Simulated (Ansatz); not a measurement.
# Lattice dynamics of LaGaS3 (model cell, started as cubic perovskite with Ga in the octahedra), part 2 of 2

Aim: the phonons of LaGaS3 (model cell, started as cubic perovskite with Ga in the octahedra) at a cell relaxed beforehand at this level. After the zone centre comes a 4×4×4 q mesh on a 8×8×8 k mesh.

Ansatz 0.2.0; DFT PBEsol, scalar-relativistic, plane waves, PAW; PAW set soft_1.

So far. Step 2 (Modes at Γ): Before it was imposed, the acoustic sum rule was missed by 7.6e-5 eV/Å². Small misses are needed for a sound result but don't prove that mesh and cutoff are converged. The lowest optical mode is imaginary, 102.4i cm⁻¹, so the energy falls along it.

The structure was built from a prototype and need not be the compound's stable phase.

### 3. Phonons on a q mesh

Stability and thermal properties need the whole zone. Linear response on a 4×4×4 q mesh gives force constants as far as a supercell of that size would.

Contents of input.yaml:

```yaml
crystal:
  lattice:
    - [4.6785878409, 0.0, 0.0]
    - [0.0, 4.6785878409, 0.0]
    - [0.0, 0.0, 4.6785878409]
  atoms:
    - { symbol: La, position: [0.0, 0.0, 0.0] }
    - { symbol: Ga, position: [0.5, 0.5, 0.5] }
    - { symbol: S, position: [0.5, 0.5, 0.0] }
    - { symbol: S, position: [0.5, 0.0, 0.5] }
    - { symbol: S, position: [0.0, 0.5, 0.5] }
kpoints:
  mp_grid: { grid: [8, 8, 8] }
hamiltonian:
  xc: pbesol
  pseudopotentials: { kind: paw, azcp: { folder: soft_1 }, xc_functional: pbe }
scf:
  occupations: { method: methfessel_paxton, width: 0.2 }
output:
  eigenvalues: true
phonons:
  method: dfpt
  qmesh: [4, 4, 4]
  temperatures: { t_max: 1000, t_step: 50 }
  qpath:
    path:
      - [[0.0, 0.0, 0.0], [0.0, 0.5, 0.0], [0.5, 0.5, 0.0], [0.0, 0.0, 0.0], [0.5, 0.5, 0.5], [0.0, 0.5, 0.0]]
      - [[0.5, 0.5, 0.5], [0.5, 0.5, 0.0]]
    npoints: 10
```

Launch:

```
> ansatz run input.yaml --threads 8 --pin off --max-ram 16384MiB --backend cpu --events-out ev --progress --plain --runs-dir out
```

Numbers of over 12 decimals in the logs are rounded to 6 here.

The log of the run:

```text
[...]
Crystal: 5 atoms, lattice volume = 102.410 Å³
Basis set: ecut = 420 eV, 2007 PW (Γ), exchange–correlation on 64×64×64 points (8 copies of the dense FFT grid, shifted against one another)
Bands: 26, of which v1, the nominal top of the filled ones, is band 21 counted from 1 (20 counted from 0)
Symmetry: 48 space group operations
k-points: 35 of 512
[...]
SCF iter   1: F=—  HF=-12565.457446 eV  |F-HF|=—  |Δ(HF+E_count)|=         —  Δρ=3.95e-2  dr2=2.44e0  ethr=3.10e-3  ⟨swp⟩=7.8  Hψ=16072  notcnv=0  defer=21
[...]
SCF iter  12: F=-12565.070931 eV  HF=-12565.070931 eV  |F-HF|=1.82e-12  |Δ(HF+E_count)|=  7.28e-12  S|Δr|=    0.00e0  Δρ=4.64e-8  dr2=1.49e-12  ethr=1.00e-12  ⟨swp⟩=13.6  Hψ=8862  notcnv=0
SCF 1 converged in 12 iterations: F = -12565.070931 eV  dr2 = 1.49e-12
[...]
iter 1 solved again at ethr=1.28e-7 eV; its pass at ethr=3.10e-3 eV (dr2=5.37e-5 eV) is discarded
SCF iter   1: F=—  HF=-12565.070932 eV  |F-HF|=—  |Δ(HF+E_count)|=         —  Δρ=6.92e-7  dr2=5.03e-10  ethr=1.28e-7  ⟨swp⟩=4.9  Hψ=7391  notcnv=0
eigensolver tolerance schedule: the retry pair's looser diagonalisation over-reported the residual by 106750.34 of it (diagonalisation noise at an unbounded share of the residual, at the tolerance the schedule requests for it); recorded, not acted on — ethr = c·dr2/N_el stays at c = 1.0e-1
[...]
SCF iter   2: F=—  HF=-12565.070931 eV  |F-HF|=—  |Δ(HF+E_count)|=   8.02e-7  S|Δr|=    0.00e0  Δρ=4.38e-7  dr2=2.29e-10  ethr=1.20e-12  ⟨swp⟩=4.7  Hψ=2823  notcnv=0
[...]
SCF iter   5: F=-12565.070931 eV  HF=-12565.070931 eV  |F-HF|=5.46e-12  |Δ(HF+E_count)|=  5.46e-12  S|Δr|=    0.00e0  Δρ=7.61e-8  dr2=5.38e-12  ethr=1.00e-12  ⟨swp⟩=3.2  Hψ=2005  notcnv=0
SCF 2 converged in 5 iterations: F = -12565.070931 eV  dr2 = 5.38e-12
phonons: the bands overlap, so this run is a metal and interpolates without the dipole-dipole term. If the crystal is really an insulator or semiconductor, its LO-TO splitting is missing
NSCF: frozen V_eff on 35 k-points
WARN: eigensolver did not converge in 2 slots of this pass, the one above among them; of largest residual over every band (k=15): 1 band(s) unlocked (lowest unlocked band 40, counted from 0; max residual 4.41e-5 eV among the unlocked bands, 4.41e-5 eV over every band); of lowest unlocked band (k=2): band 40
[...]
DFPT response loops at q = (0, 0, 0) (fractional): preconditioner auto → Kerker (q_TF=auto, 2.352 Å⁻¹) (partly filled bands, converged f_vac=0.000); β = 1.00, the filter's whole step (`scf.mixing.beta` (0.50) is not read by the response loops under this deck's `scf.mixing.preconditioner`; to damp them name `kerker` or `kerker_dos`, under which they read `scf.mixing.beta`, and type it under 1.00, their step now; both keys bind the ground state too); Broyden in place of MSR1
[...]
SCF converged after 12 iterations
[...]
Free energy (F): -12565.070931 eV
[...]
Internal energy: -12565.074777 eV  (E = F + TS)
E sigma→0 (E₀):  -12565.071892 eV
Entropy (-TS):   0.003846 eV (0.769 meV/atom)
Fermi energy:    9.243907 eV
[...]
--- Band table (eV; the first three rows and the last of 35) ---
  k-point 0: bands = [... 17 lower, 7.8415, 7.8415, 8.8069, 8.8069, 8.8069, 10.6306, 10.6306, 11.1184, ... 16 higher]
  k-point 1: bands = [... 17 lower, 7.7078, 7.7078, 8.6897, 8.6897, 8.7969, 10.7507, 10.8742, 11.0962, ... 16 higher]
  k-point 2: bands = [... 17 lower, 7.4575, 7.4575, 8.4091, 8.4091, 9.5470, 10.9537, 11.0653, 11.0770, ... 16 higher]
  k-point 34: bands = [... 17 lower, 8.9227, 9.3992, 9.3992, 9.3992, 11.0832, 11.0832, 11.0832, 11.1373, ... 16 higher]
--- Phonons (Γ-DFPT): 4 representative perturbations + reference (Σ response iterations 13) ---
  ASR residual: 8.147e-5 → 0.000e0 eV/Å²; symmetrization residual: 5.324e-6 eV/Å²
  ASR residual per site (eV/Å²): 7.86e-6 8.15e-5 1.65e-5 1.65e-5 1.65e-5
[...]
--- Phonons (arbitrary-q DFPT): 10 irreducible q on the 4×4×4 mesh ---
  q = [0.0000, 0.0000, 0.0000] (star 1, of the zone-centre solve; hermiticity 8.89e-7, symmetrization 2.98e-12): -102.44 -102.44 -102.44 -98.45 -98.45 -98.45 -0.00 0.00 0.00 49.53 49.53 49.53 356.78 356.78 356.78
  q = [0.0000, 0.0000, 0.2500] (star 6, 9 solved perturbations in 1560 linear systems a pass and spin channel, the states on 200 of 512 k-point pairs; hermiticity 7.11e-7, symmetrization 2.80e-12): -94.76 -94.76 -81.03 -81.03 -80.37 26.13 32.42 32.42 62.02 62.02 75.53 139.58 356.73 359.03 359.03
[...]
q = [0.0000, 0.2500, -0.5000] (star 12, 15 solved perturbations on 200 of 512 k-point pairs; hermiticity 6.50e-7, symmetrization 2.96e-7): -144.67 -87.43 -85.34 -68.11 -33.79 35.02 72.18 79.48 85.64 157.57 162.82 210.95 278.30 366.02 394.09
[...]
sum rule: each row above includes the acoustic sum rule's correction from the zone centre's row sums; it moved no ω² by more than (0.56 cm⁻¹)²
  mesh force constants: q→R imaginary residual 7.32e-19; ASR residual 8.147e-5 → 0.000e0 eV/Å²; symmetrization residual 2.487e-14 eV/Å²
  interpolated dispersion: 62 rows × 15 modes
  density of states and harmonic sums: on the 16×16×16 q-mesh, interpolated from the force constants of a 4×4×4 supercell (no non-analytic term)
  largest difference from the sums on the solved wave vectors: F 4.28e-2 eV, S 5.10e-5 and C_V 1.08e-5 eV/K
  zero-point energy: 0.112531 eV/cell   skipped modes (ω ≤ 0): 874, of them read as no rigid motion or as one in doubt: 871 (5.219e0 modes/cell left out, lowest -185.03 cm⁻¹)   left out of the sums: 3.48e-1 of the cell's modes: C_V's classical limit lies that fraction below 3 k_B per atom; for a crystal, a wire or a layer, F and S can be off by more, and a phonons.interpolated_qmesh denser along its periods is the remedy for the sampling
```

It took 11 min on 8 threads of Arm Neoverse V1, shared host; peak memory 4.4 GiB; 82 min of CPU time.

Numbers from this step:

* sum-rule residual before enforcement: 8.15e-5 eV/Å²
* lowest frequency on the path: -185.0 cm⁻¹
* highest frequency on the path or at a solved wavevector: 431.3 cm⁻¹
* lowest mode on the q mesh (acoustic modes at Γ apart): -185.0 cm⁻¹

Frequencies (cm⁻¹) solved at each irreducible wavevector; negative means imaginary. Frequencies by wavevector, by row:

```
q in reciprocal lattice units  star  mode 1  mode 2  mode 3  mode 4  mode 13  mode 14  mode 15
                        0 0 0     1  -102.4  -102.4  -102.4   -98.5    356.8    356.8    356.8
                     0 0 0.25     6   -94.8   -94.8     -81     -81    356.7      359      359
                     0 0 -0.5     3   -89.3   -89.3   -57.2   -57.2    350.4    363.1    363.1
                  0 0.25 0.25    12  -135.1  -106.1   -79.7   -64.3    309.4      362    389.2
                  0 0.25 -0.5    12  -144.7   -87.4   -85.3   -68.1    278.3      366    394.1
                  0 -0.5 -0.5     3  -164.7    -109    -109   -18.7      223    369.8    398.5
               0.25 0.25 0.25     8  -144.1  -129.4  -129.4   -59.3    307.1    307.1    413.3
               0.25 0.25 -0.5    12  -153.9  -139.7  -130.6   -62.3    264.1    306.1    419.4
               0.25 -0.5 -0.5     6  -174.1    -150    -150   -56.3    225.3    287.5      425
               -0.5 -0.5 -0.5     1    -185    -185    -185   -63.9    226.2    226.2    431.3
```

Interpolated from a 4×4×4 q mesh. The phonon branches at the labelled points (cm⁻¹):

```
    point  branch 1  branch 2  branch 3  branch 4  branch 12  branch 13  branch 14  branch 15
        Γ      -102      -102      -102       -98         50        357        357        357
        X       -89       -89       -57       -57        208        350        363        363
        M      -165      -109      -109       -19        216        223        370        398
        Γ      -102      -102      -102       -98         50        357        357        357
        R      -185      -185      -185       -64        226        226        226        431
        X       -89       -89       -57       -57        208        350        363        363
jump to R      -185      -185      -185       -64        226        226        226        431
        M      -165      -109      -109       -19        216        223        370        398
```

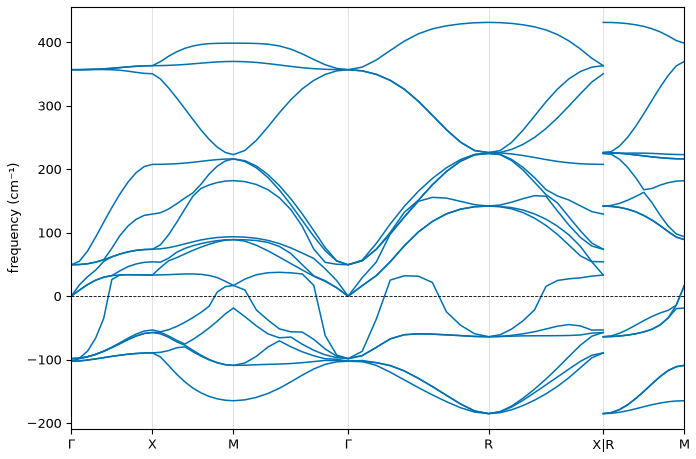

Phonon branches along the path.

The phonon density of states has structure finer than the step of the table below, so its rows give means over 25 cm⁻¹, whole bins alone (the curve runs from -188 to 432 cm⁻¹). Peaks (cm⁻¹: height): -107.5: 0.0512, -62.5: 0.117, 32.5: 0.0880, 87.5: 0.0520, 157.5: 0.0478, 207.5: 0.0389, 357.5: 0.0421.

Tetrahedra on a 16×16×16 mesh, mean over bins of 5 cm-1. Interpolated from a 4×4×4 q mesh. Table of phonon density of states by wavenumber; means over each step:

```
wavenumber (cm⁻¹)  phonon density of states (1/cm⁻¹/cell)
             -175                                 0.00995
             -150                                  0.0265
             -125                                  0.0326
             -100                                  0.0427
              -75                                  0.0305
              -50                                  0.0566
              -25                                 0.00741
                0                                 0.00421
               25                                  0.0332
               50                                  0.0180
               75                                  0.0378
              100                                  0.0438
              125                                  0.0354
              150                                  0.0353
              175                                  0.0272
              200                                  0.0281
              225                                  0.0150
              250                                 0.00955
              275                                  0.0104
              300                                  0.0120
              325                                  0.0149
              350                                  0.0259
              375                                  0.0115
              400                                  0.0197
```

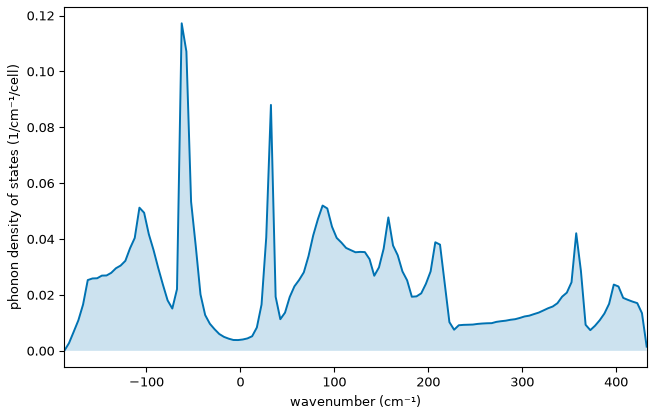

Phonon density of states against wavenumber.

The partial phonon density of states has structure finer than the step of the table below, so its rows give means over 25 cm⁻¹, whole bins alone (the curve runs from -194 to 454 cm⁻¹). Peaks (cm⁻¹: height): Ga 91.5: 0.0184, 148.5: 0.0175, 209.6: 0.0342; La -59.1: 0.0585, 30.4: 0.0423; S -140.6: 0.0301, -124.3: 0.0352, -108.0: 0.0409, -59.1: 0.0389, 156.6: 0.0277, 356.2: 0.0311, 400.9: 0.0200.

Phonopy on the run's constants, 13x13x13 mesh, Gaussian sigma 4.6 cm-1. Interpolated from a 4×4×4 q mesh. Table of partial phonon density of states by wavenumber; means over each step; values in 1/cm⁻¹/cell:

```
wavenumber (cm⁻¹)       Ga       La        S
             -175   5.0e-7   1.6e-5   0.0105
             -150   1.8e-5   3.3e-4   0.0262
             -125   1.1e-4  0.00213   0.0300
             -100   3.7e-4  0.00708   0.0340
              -75   2.3e-4   0.0126   0.0207
              -50   6.9e-4   0.0296   0.0238
              -25   9.2e-5  0.00466  0.00325
                0   6.4e-5  0.00255   6.8e-4
               25   5.7e-4   0.0243  0.00654
               50  0.00219   0.0126  0.00648
               75   0.0122   0.0113   0.0142
              100   0.0149  0.00783   0.0197
              125   0.0124  0.00310   0.0194
              150   0.0137  0.00105   0.0214
              175   0.0152   3.9e-4   0.0119
              200   0.0251   3.0e-4  0.00130
              225   0.0119   1.2e-4  0.00455
              250   4.7e-4   5.7e-6  0.00884
              275   7.0e-4   1.0e-5  0.00981
              300  0.00102   1.0e-5   0.0112
              325  0.00159   6.4e-6   0.0137
              350  0.00298   4.8e-7   0.0207
              375  0.00160   5.2e-6   0.0117
              400  0.00141   1.0e-5   0.0176
              425   5.3e-4   1.1e-6   0.0114
```

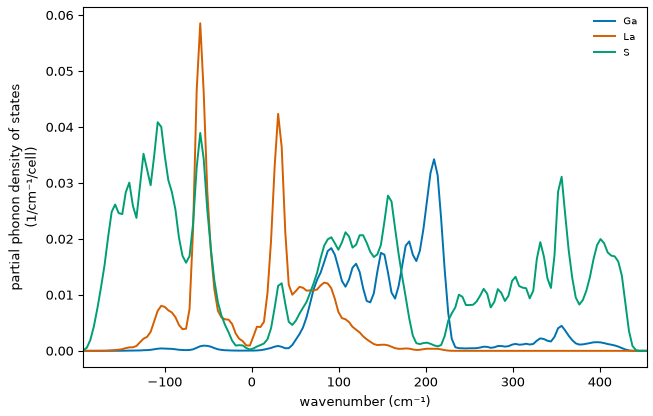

Partial phonon density of states, plotted against wavenumber.

Symmetry leaves 10 wavevectors to solve. The lowest mode among them, the acoustic zeros apart, lies at q = (-0.5, -0.5, -0.5) and is imaginary, 185.0i cm⁻¹, so the energy falls along it.

### 4. What came out

```yaml
space_group_within_0p01_a: Pm-3m
volume_per_atom: 20.5 Å³
electronic_character: no gap on this mesh
highest_optical_mode_at_the_zone_centre_no_lo_to_term: 357 cm⁻¹
lowest_optical_zone_centre_mode: -102 cm⁻¹
lowest_mode_on_the_q_mesh_acoustic_modes_at_gamma_apart: -185 cm⁻¹
highest_frequency_on_the_path_or_at_a_solved_wavevector: 431 cm⁻¹
imaginary_modes_on_the_4x4x4_q_mesh: yes
```

In words: Modes are clearly imaginary (beyond 10i cm⁻¹) at 10 of the 10 irreducible wavevectors, most at q = (-0.5, -0.5, -0.5) (185.0i cm⁻¹), so this structure is not a minimum of the energy. The optical modes at Γ span -102 to 357 cm⁻¹ (negative means imaginary). The highest mode in this list at Γ, 356.8 cm⁻¹, is mostly motion of S (84 % of the kinetic energy). With no gap, or one that is small against the smearing, the frequencies hang on the k mesh and the smearing, most of all near Kohn anomalies. Spin-orbit coupling is left out, which can matter for the heavy elements here. The PAW files were made for PBE and serve the other functionals too. A phonon run warned that its eigensolver left some bands unconverged in a pass. The starting cell was built on a prototype and not taken from a measurement, so the phase need not exist. These are harmonic frequencies at zero temperature: anharmonic shifts, linewidths and thermal expansion are left out.

[Logs are printed without paths, hosts, clocks, repeated set-up lines and the standing remarks that a program may print on its own settings, such as how far it seeks lower states.]

[Hosts, paths, dates, database ids (printed as entryN), source tags and the programs' standing remarks are cut or masked in the printed files.]
